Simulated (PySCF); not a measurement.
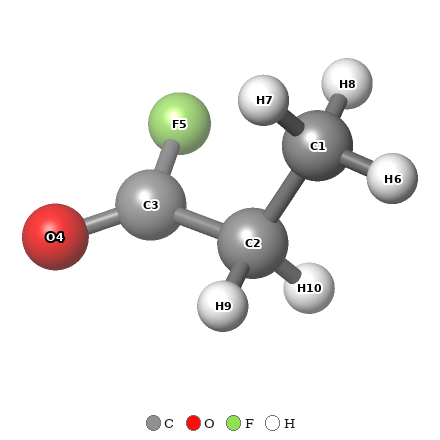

C₃H₅FO (propanoyl fluoride), SMILES CCC(=O)F. Vertical core-electron binding energies by ΔSCF (SCAN, pcX-2 on the ionised atom, pcseg-1 elsewhere, spin-free X2C; PySCF, at a PBE0-D3(BJ)/def2-SVP geometry (no frequency check)), gas phase, against the vacuum level. One atom of each kind was ionised; within a panel, areas follow the number of like atoms, each panel is scaled alone, Gaussians of 0.4 eV full width. Only the regions named are shown.

Predict the C 1s and O 1s photoelectron lines.

Answer.
```tsv
level	atoms	binding energy (eV)
C 1s	C3	296.0
C 1s	C2	292.0
C 1s	C1	291.5
O 1s	O4	538.9
```

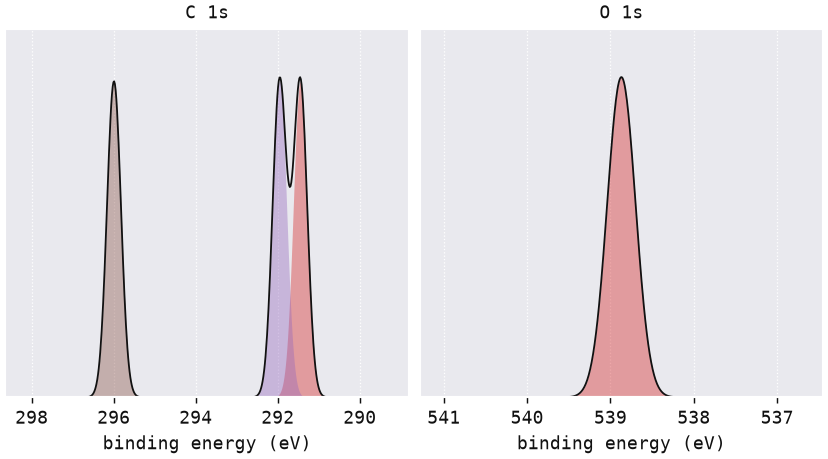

Note: one conformer of a flexible molecule.
